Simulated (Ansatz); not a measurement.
Here is a crystal structure:

```cif
data_structure
_symmetry_space_group_name_H-M 'P 63/m m c'
_symmetry_Int_Tables_number 194
_cell_length_a 2.9357
_cell_length_b 2.9357
_cell_length_c 4.6409
_cell_angle_alpha 90.000
_cell_angle_beta 90.000
_cell_angle_gamma 120.000
_cell_volume 34.64
loop_
_atom_site_label
_atom_site_type_symbol
_atom_site_symmetry_multiplicity
_atom_site_Wyckoff_symbol
_atom_site_fract_x
_atom_site_fract_y
_atom_site_fract_z
_atom_site_occupancy
Ti1 Ti 2 c 0.33333 0.66667 0.25000 1
```

> Characterise the structure given above.

The element is titanium. It belongs to space group P6_3/mmc (No. 194) and has a primitive hexagonal lattice. The arrangement is known as hexagonal close-packed (Mg type). The cell holds two atoms. Ti is linked to twelve Ti in an anticuboctahedral arrangement at 2.87 to 2.94 Å. The bonds build a three-dimensional framework.

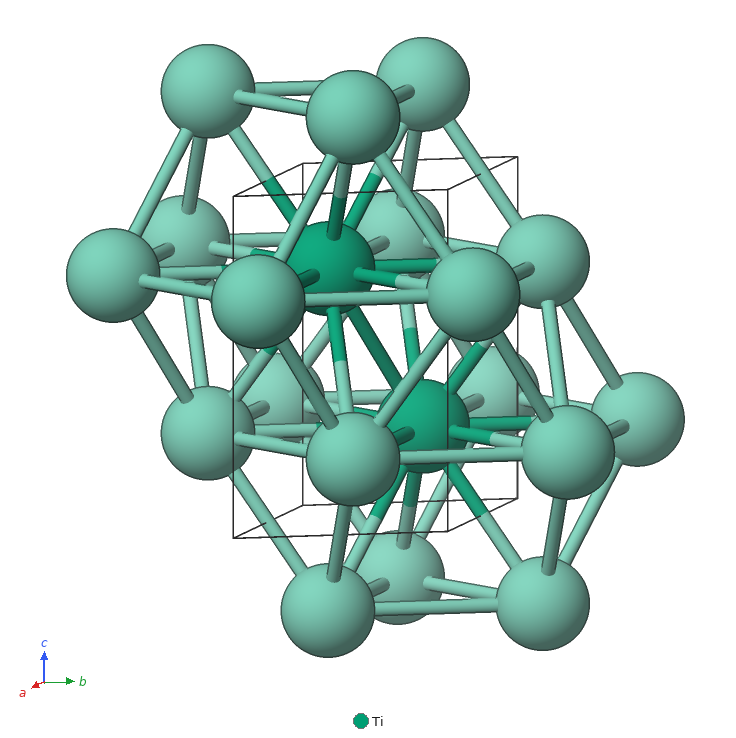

The image is a ball-and-stick drawing of a crystal, viewed slightly off an axis. Thin lines show the conventional unit cell, with boundary atoms drawn in all their periodic places. Neighbours across the faces are drawn wherever a bond reaches them, in fainter colours.

It goes back to a structure listed in the Materials Project. Earlier steps of the study may have refined or changed the cell and positions. It went into a calculation with Ansatz.

At this level of theory the cell isn't at rest (stretched, at -8 GPa), so its distances can differ from those at equilibrium, the more so the softer the solid.
